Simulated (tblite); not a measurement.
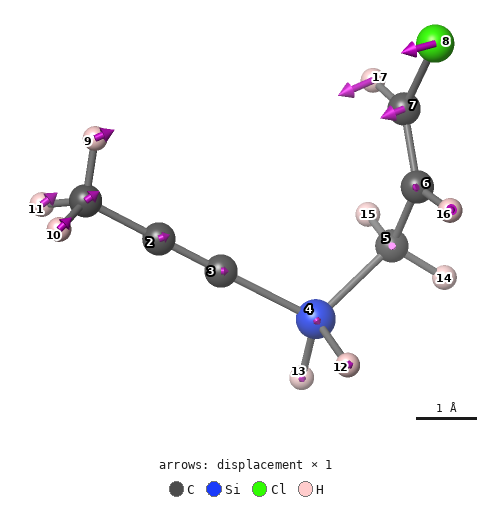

This is a relaxation of C₆H₉ClSi. The starting structure is drawn; purple arrows show the displacements, at their true length. The two geometries are superimposed by the best rigid fit.

The picture is a ball-and-stick view, seen at a tilt.

All numbers below come from GFN2-xTB geometry optimisation, gas phase (tblite). 

> What happened in the run?

The energy falls by 2.80 kcal/mol in 92 geometry steps. The largest move after the best rigid fit is that of an H atom, 0.68 Å. By element the largest moves are H 0.68 Å, Cl 0.64 Å, C 0.45 Å, Si 0.12 Å. Near-neighbour distances that change, for instance: C–Si 1.874 → 1.921 Å, H–Si 1.495 → 1.467 Å, C–H 1.104 → 1.081 Å, C–C 1.503 → 1.482 Å. Bond angles that change, for instance: C–Si–C 112.3° → 106.7°, H–Si–H 106.1° → 111.1°, Si–C–C 115.2° → 110.3°.
